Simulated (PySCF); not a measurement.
CH₁₀AsNSi₃ (SMILES [SiH3][As]1[SiH2]CN[SiH2]1)

```xyz
16

Si    2.2665   -0.0464   -1.2120
As    1.3424    0.9338    0.6841
Si   -0.6523    1.6310   -0.2793
C    -1.7711    0.0746   -0.1997
N    -1.4043   -0.7275    0.9455
Si    0.2175   -0.9517    1.4752
H     1.3826   -0.9396   -1.9814
H     3.4445   -0.8494   -0.8463
H     2.7211    0.9916   -2.1499
H    -0.6234    2.0737   -1.6850
H    -1.3109    2.6994    0.4950
H    -2.8219    0.3604   -0.1083
H    -1.6817   -0.4977   -1.1356
H    -2.0580   -1.4752    1.1223
H     0.1188   -1.0502    2.9395
H     0.8227   -2.2177    1.0017
```

Geometry: GFN2-xTB.

Theory: CAM-B3LYP/def2-SVPD, SCF density, gas phase (PySCF 2.14.0).

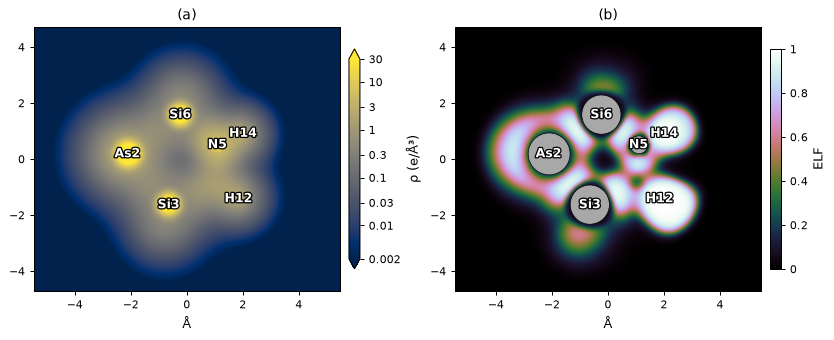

Figure 1. (a) total electron density; (b) ELF on the plane of atoms As2, Si6 and N5. Grey discs cover the atomic cores in the ELF map.

Question: What does the map show?

Answer:
- The section cuts through As, Si, N and H sites.
- Si–N (1.72 Å): ρ at the midpoint is about 1.1 e/Å³; the ELF peaks at about 0.90 between the atoms, as expected for a shared but strongly polarised pair.
- Si–As (2.32 Å): ρ at the midpoint is about 0.67 e/Å³; the ELF peaks at about 0.95 between the atoms, as expected for a covalent bond.
- N–H (1.01 Å): the density is about 2.8 e/Å³ at the midpoint; the ELF climbs to about 1 towards the hydrogen, as it does in any bond to H: a covalent bond by its length.
- The ELF also peaks beside As2, away from the bonds: lone-pair regions.

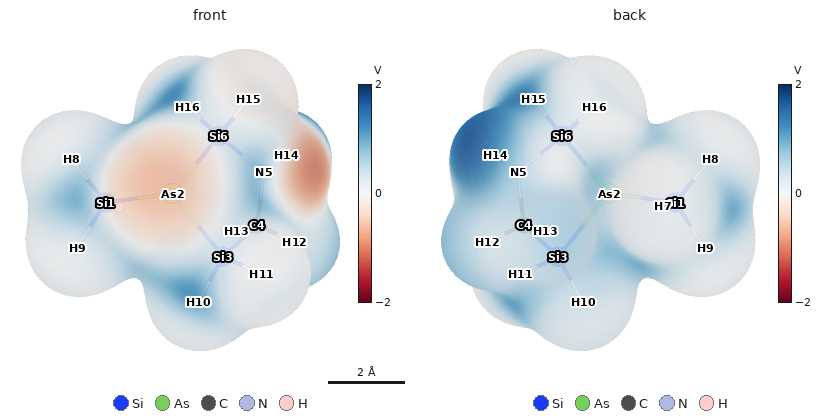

Figure 2. The molecular electrostatic potential painted on the density surface at 0.002 e/bohr³, seen from the front and from behind; the colour scale runs from red (negative) to blue (positive).

Question: Describe the electrostatic potential map.

Answer: The most negative region (about −0.9 V, or −21 kcal/mol for a unit charge) lies over N5, the most positive (about +1.6 V, or +37 kcal/mol for a unit charge) over H14.

Question: What dipole moment does the calculation give?

Answer: Its dipole moment is 1.53 D.
